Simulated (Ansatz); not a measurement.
**H2PSi (doublet): density, localisation and related maps**

```yaml
atoms:
  - { symbol: P, position_ang: [3.6169, 2.2693, 0.4380] }
  - { symbol: Si, position_ang: [1.9608, 1.2703, -0.2932] }
  - { symbol: H, position_ang: [0.5818, 1.8405, -0.3134] }
  - { symbol: H, position_ang: [2.0005, -0.1079, -0.8644] }
```

Geometry: PBE0-D3(BJ)/def2-SVP.

These are results of Ansatz 0.2.0, isolated molecule in a Gaussian basis; Kohn-Sham density functional theory, functional PBE0, not measurements.

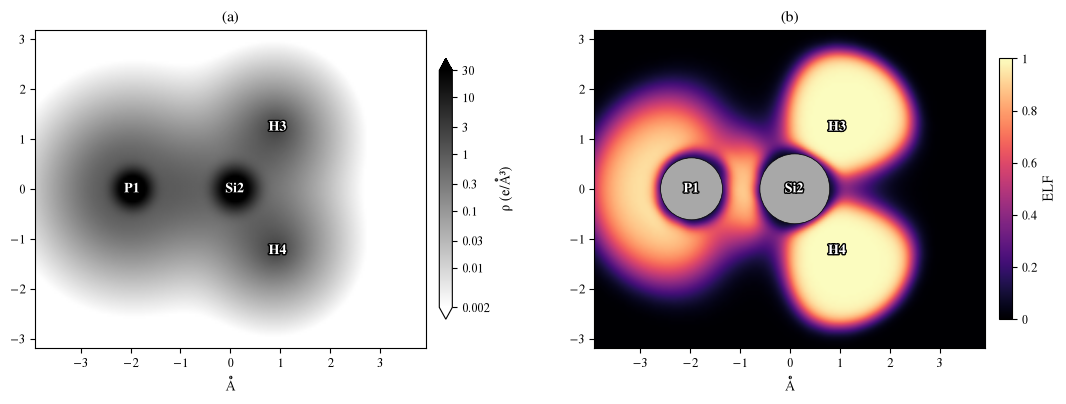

Figure 1. (a) total electron density; (b) ELF on the molecular plane. Grey discs cover the atomic cores in the ELF map.

Q: What do the fields say about this system?

A:
- The section cuts through P, Si and H sites.
- Si–P (2.07 Å): ρ at the midpoint is about 0.87 e/Å³; the ELF peaks at about 0.90 between the atoms (localised, covalent bonding).
- Si–H (1.49 Å): the density is about 0.81 e/Å³ at the midpoint; the ELF climbs to about 1 towards the hydrogen, as it does in any bond to H.
- The ELF also peaks beside P1, away from the bonds: non-bonding electrons, paired or unpaired.

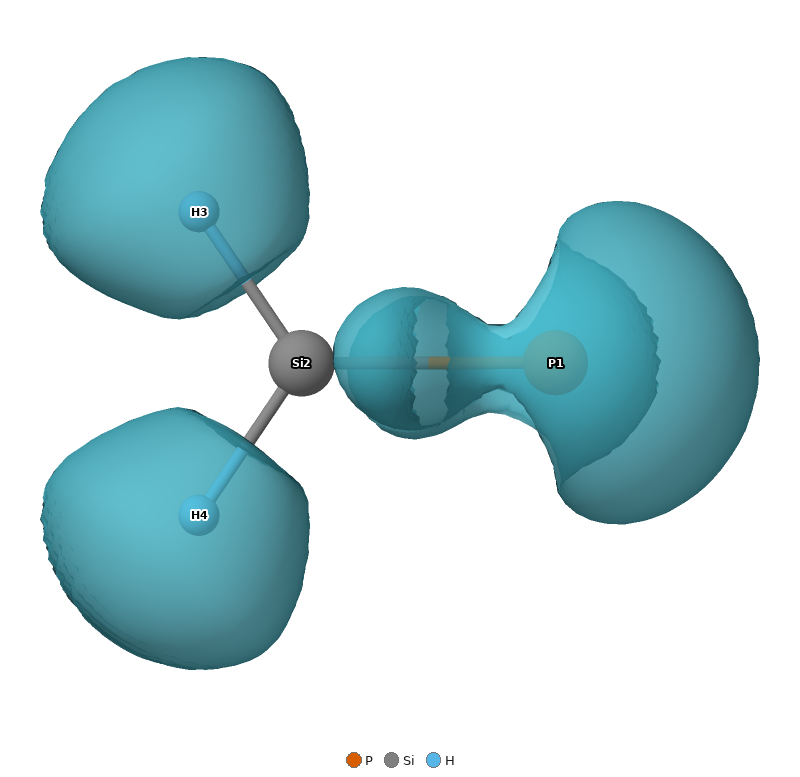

Figure 2. Isosurface of the electron localisation function at 0.8 (cyan), seen across its widest extent. Core shells and regions of very low density are left out.

Q: What do the ELF domains correspond to?

A: The surface consists of two regions around hydrogen nuclei and one joined region spread over several atoms (P, Si), in which their bonds and any lone pairs are merged.

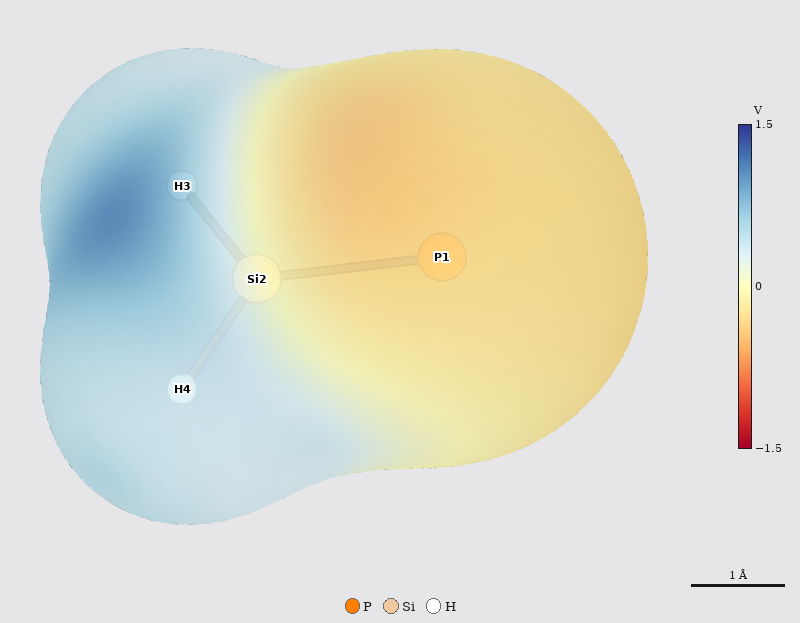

Figure 3. The electrostatic potential painted on the density surface at 0.001 e/bohr³, seen at a tilt; the colour scale runs from red (negative) to blue (positive).

Q: Which sites attract a positive test charge, and which a negative one?

A: A positive charge is drawn to the negative regions and a negative charge to the positive ones. The most negative region (about −0.4 V, or −9 kcal/mol for a unit charge) lies over P1, the most positive (about +1.1 V, or +25 kcal/mol for a unit charge) over Si2.

Q: What dipole moment does the calculation give?

A: Its dipole moment is 1.66 D.
